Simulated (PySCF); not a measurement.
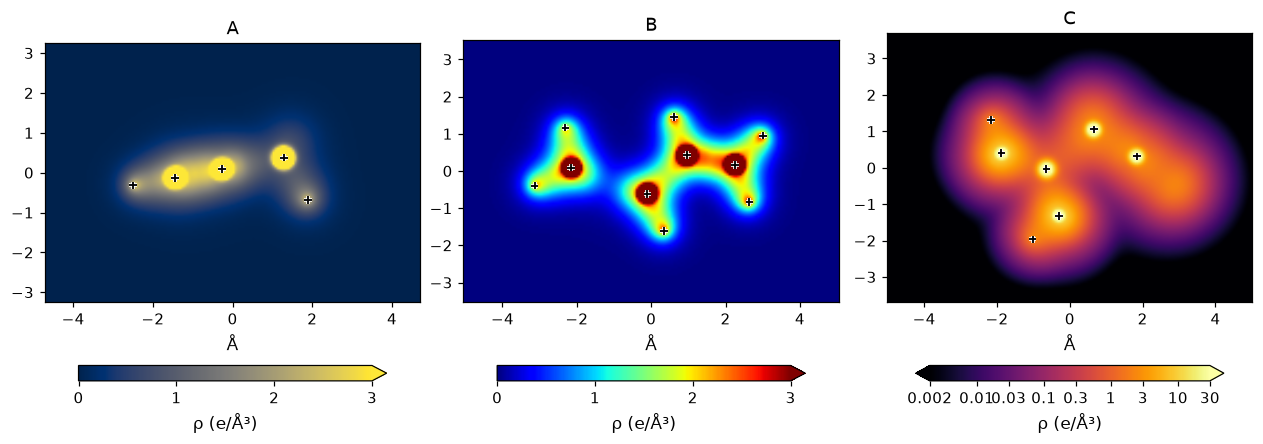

The total electron density of 3 systems, each on a plane through atoms (crosses mark nuclei in the plane).

The calculation used PBE0/def2-SVPD, SCF density, gas phase in PySCF 2.14.0.

System 1: C$_{6}$H$_{10}$, the plane of atoms C1, C2 and H9. Geometry: GFN2-xTB.

```
atom    x (Å)    y (Å)    z (Å)
   C  -2.4914  -0.7303  -0.0756
   C  -1.3543  -0.1307   0.2250
   C  -0.0769  -0.3126  -0.5176
   C   1.1127  -0.7050   0.3894
   C   1.6771   0.7164   0.2600
   C   0.6475   1.0144  -0.8386
   H  -2.5698  -1.4120  -0.9072
   H  -3.3912  -0.5695   0.4939
   H  -1.3020   0.5480   1.0668
   H  -0.2331  -0.9689  -1.3753
   H   1.7504  -1.4635  -0.0592
   H   0.8431  -1.0214   1.3950
   H   2.7207   0.7856  -0.0397
   H   1.5317   1.3165   1.1559
   H   1.0773   1.0281  -1.8377
   H   0.0506   1.9139  -0.7012
```

System 2: C$_{2}$H$_{4}$B (SMILES [BH3-]C#C) (charge −1), the plane of atoms C2, B1 and H6. Geometry: GFN2-xTB.

```xyz
7

B    -0.9909    0.0807    0.0100
C     0.5780   -0.0462   -0.0116
C     1.7790   -0.1421   -0.0285
H    -1.4663   -0.5446   -0.9374
H    -1.4257   -0.3802    1.0649
H    -1.3078    1.2663   -0.0802
H     2.8370   -0.2289   -0.0442
```

System 3: C$_{4}$H$_{6}$BO$_{2}$ (SMILES OB(O)C[c+]1cc1) (charge +1), the plane of atoms B2, O3 and H9. Geometry: GFN2-xTB.

```json
{"atom": "O", "x (Å)": "-0.9325", "y (Å)": "1.3397", "z (Å)": "-0.6047"}
{"atom": "B", "x (Å)": "-1.3775", "y (Å)": "0.1752", "z (Å)": "-0.1465"}
{"atom": "O", "x (Å)": "-2.6474", "y (Å)": "-0.1660", "z (Å)": "-0.1018"}
{"atom": "C", "x (Å)": "-0.1826", "y (Å)": "-0.8990", "z (Å)": "0.4072"}
{"atom": "C", "x (Å)": "1.0652", "y (Å)": "-0.3000", "z (Å)": "0.1878"}
{"atom": "C", "x (Å)": "2.1488", "y (Å)": "0.0047", "z (Å)": "-0.6491"}
{"atom": "C", "x (Å)": "2.0776", "y (Å)": "0.5932", "z (Å)": "0.5690"}
{"atom": "H", "x (Å)": "-1.5903", "y (Å)": "1.9681", "z (Å)": "-0.9160"}
{"atom": "H", "x (Å)": "-3.0007", "y (Å)": "-0.9928", "z (Å)": "0.2222"}
{"atom": "H", "x (Å)": "-0.3993", "y (Å)": "-1.0419", "z (Å)": "1.4651"}
{"atom": "H", "x (Å)": "-0.3174", "y (Å)": "-1.8148", "z (Å)": "-0.1661"}
{"atom": "H", "x (Å)": "2.6596", "y (Å)": "-0.1250", "z (Å)": "-1.5764"}
{"atom": "H", "x (Å)": "2.4921", "y (Å)": "1.2593", "z (Å)": "1.2916"}
```

**Which map belongs to which system?**

Panel A is system 2, C$_{2}$H$_{4}$B: the plane holds B, C and H. C–C (1.20 Å): ρ at the midpoint is about 2.7 e/Å³. Panel B is system 1, C$_{6}$H$_{10}$: the plane holds C and H. C–C (1.32 Å): the density is about 2.3 e/Å³ at the midpoint. Panel C is system 3, C$_{4}$H$_{6}$BO$_{2}$: the plane holds O, B, C and H. B–O (1.32 Å): ρ is about 2.3 e/Å³ halfway.
